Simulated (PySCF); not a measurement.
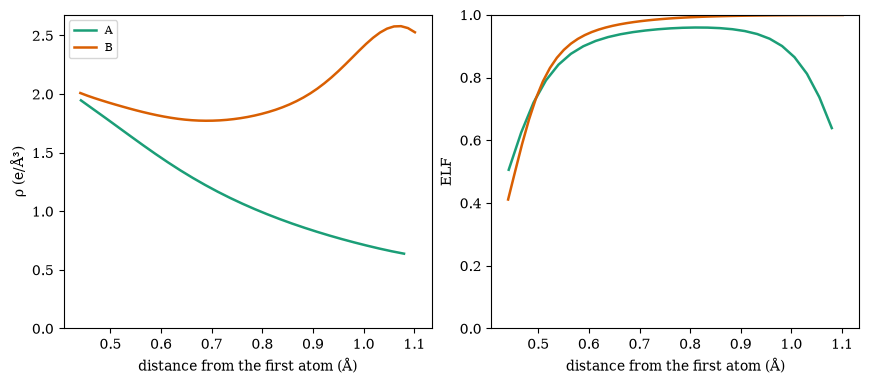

Figure. C3H9Al (AlMe3). Electron density and ELF along straight lines between neighbouring atoms. The curves leave out the atomic cores.

Geometry: PBE0-D3(BJ)/def2-SVP.

Method: PBE0/pcSseg-1 Al:pcSseg-2, SCF density, gas phase, non-relativistic in PySCF 2.14.0.

Input file:

```
{"job": {"kind": "nmr", "xc": "PBE0", "basis": {"default": "pcSseg-1", "Al": "pcSseg-2"}}, "charge": 0, "multiplicity": 1}
Al     0.003803    -0.005303    -0.001385
C      1.966385    -0.039646    -0.032872
H      2.392492    -1.053250    -0.093098
H      2.380109     0.442056     0.871125
H      2.356604     0.540885    -0.887389
C     -0.946575     1.712294     0.004495
H     -1.566016     1.813755     0.913560
H     -1.650163     1.778098    -0.844170
H     -0.283162     2.590170    -0.043491
C     -1.010113    -1.686018     0.029556
H     -2.102185    -1.542181     0.045175
H     -0.741604    -2.294597     0.911097
H     -0.768945    -2.308393    -0.850393
```

Launched as:

```sh
OMP_NUM_THREADS=1 python probes_run.py task.json out
```

### Which curve belongs to which contact (C–Al and C–H)? The first atom named is at distance zero.

Curve A: C–Al (1.96 Å): ρ at the midpoint is about 0.73 e/Å³; the ELF peaks at about 0.95 between the atoms, as expected for a shared but strongly polarised pair. Curve B: C–H (1.10 Å): the density is about 1.9 e/Å³ at the midpoint; the ELF climbs to about 1 towards the hydrogen, as it does in any bond to H (an ordinary covalent bond to hydrogen).
